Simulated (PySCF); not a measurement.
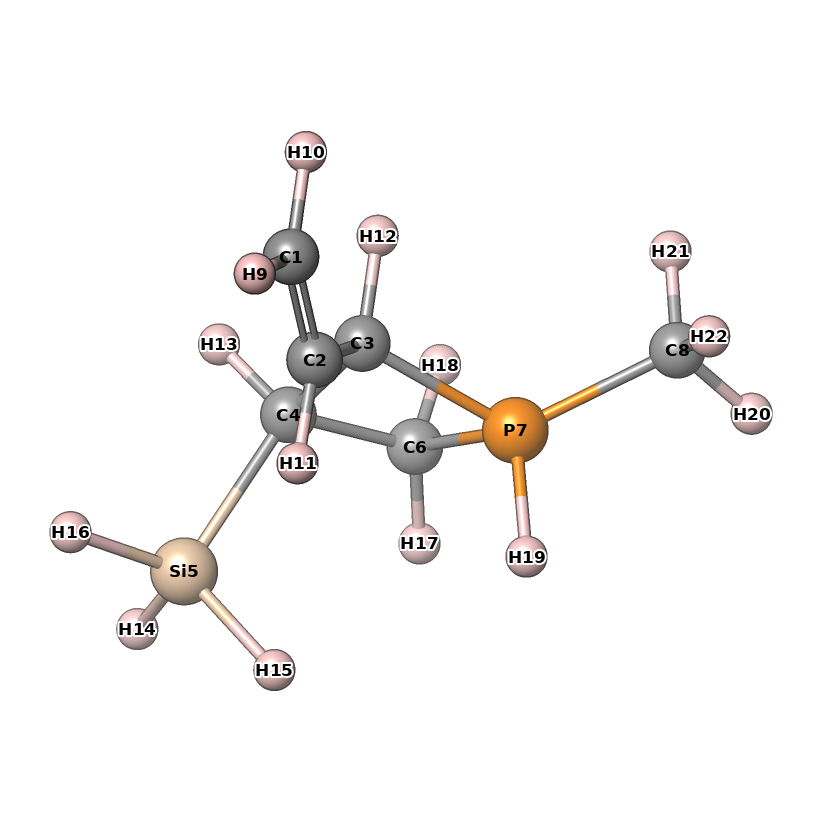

C3 lies behind C2. The molecule seen a little off the C2–C3 bond, C2 in front. Atoms fade into the background with distance from the viewer. State: charge +1, singlet. The computed structure is the end point of a PBE0-D3(BJ)/def2-SVP optimisation. No frequency run is at hand to confirm it as a minimum.

**What is the torsion angle C1–C2–C3–P7? The sign is positive where the front bond must turn clockwise to cover the back bond.**

126°, anticlinal.
